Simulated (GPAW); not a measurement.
Consider Fe8N (I4/mmm).

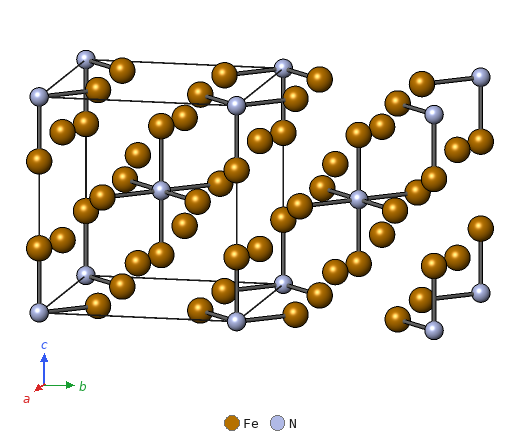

The structure (iron orange, nitrogen light blue). 1×2×1 conventional cells are drawn. Some periodic images of atoms are drawn too.

```
Fe N
1.0
    -2.85419    2.85419    3.09294
     2.85419   -2.85419    3.09294
     2.85419    2.85419   -3.09294
Fe N
8 1
Direct
  0.75000 0.25000 0.50000
  0.75893 0.75893 0.51786
  0.75893 0.24107 0.00000
  0.24107 0.75893 0.00000
  0.24107 0.24107 0.48214
  0.70139 0.70139 0.00000
  0.29861 0.29861 0.00000
  0.25000 0.75000 0.50000
  0.00000 0.00000 0.00000
```

Absorber: atom 1, with 8 Fe at 2.54 Å, 4 Fe at 2.87 Å, 2 Fe at 3.09 Å and 4 N at 3.25 Å (18-fold, site symmetry -4m2). Method: GPAW, LDA, excited-electron core hole (neutral cell), 18-atom cell with 5.7 Å between holes, 3×3×3 k points, dipole transitions, Gaussian full width 1.25 eV up to 4 eV, rising linearly to 3.5 eV at 25 eV.

Predict the near-edge structure at the Fe K edge.

Main maxima up to 30 eV above the zero (height): 4.6 eV (0.87), 9.9 eV (0.92) and 19.3 eV (1.93). A K edge sees empty p states. The weak features of the first eV are p character mixed into the empty d bands; the main 4p edge lies above them. The total-energy difference is 7091.36 eV. The tabulated edge of the element is 7112 eV. The functional leaves an error in such absolute values: in the free atom LDA prices this hole 16.1 eV below PBE (computed apart), and PBE is itself good to a few eV.

The Fe K spectrum (energy from the lowest empty level; intensity scaled to a mean of 1 over the first 20 eV; polarised curves are means over the symmetry-equivalent atoms):

```csv
E (eV),isotropic,ε ⊥ c,ε ∥ c
-2.0,0.00,0.00,0.00
-0.5,0.05,0.06,0.04
1.0,0.28,0.26,0.33
2.5,0.44,0.47,0.40
4.0,0.80,0.93,0.54
5.5,0.74,0.80,0.62
7.0,0.74,0.62,0.97
8.5,0.84,0.73,1.06
10.0,0.92,0.78,1.21
11.5,0.81,0.75,0.93
13.0,1.07,1.21,0.80
14.5,1.19,1.29,0.98
16.0,1.46,1.55,1.26
17.5,1.71,1.72,1.68
19.0,1.92,1.80,2.16
20.5,1.81,1.82,1.80
22.0,1.44,1.62,1.09
23.5,1.09,1.13,1.02
25.0,1.00,0.93,1.12
26.5,0.99,0.94,1.10
28.0,0.98,0.96,1.02
29.5,1.02,1.01,1.04
31.0,1.05,0.99,1.17
```

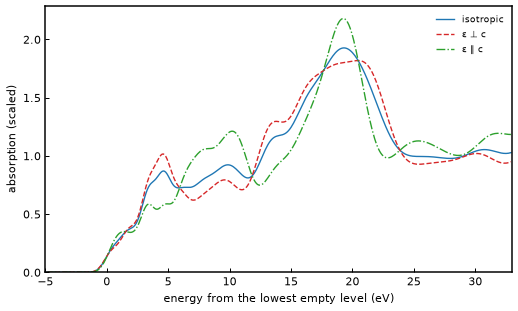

The Fe K edge.

The hole lies in one spin channel, while the script sums the empty states of both and takes the lower zero; where the two channels are split, this blurs and shifts the curve. Quadrupole 1s→3d transitions, which feed the pre-edge, are not in the dipole spectrum. The crystal has 3 inequivalent Fe sites and not all are shown here, while a measurement adds them all. The spins start ferromagnetically in a simple order, which needn't be the measured one; gap and edge can depend on it. The holes are only 5.7 Å apart, so the shape is probably not converged with cell size; no larger cell was run here. The mesh is coarse (0.37 Å⁻¹ between points), so small maxima may be mesh ripples. Lifetime broadening is put in by hand, and intensities beyond about 20 eV depend on it and on the partial waves. The structure is a computed Materials Project entry and may be a hypothetical form.

[Banner, clock and machine lines of the logs are left out without a mark of their own.]

[Logs are printed without paths, hosts, clocks, repeated set-up lines and the standing remarks that a program may print on its own settings, such as how far it seeks lower states.]

[Hosts, paths, dates, database ids (printed as entryN), source tags and the programs' standing remarks are cut or masked in the printed files.]

[Lists of maxima count a maximum above −3 eV only where it reaches 4 % of the highest in the window and stands out from its surroundings by 2 % of it (1.5 % where it reaches 55 %); shoulders and weaker maxima are passed over, and of the rest the first, up to two pre-edge ones and the few strongest are named.]
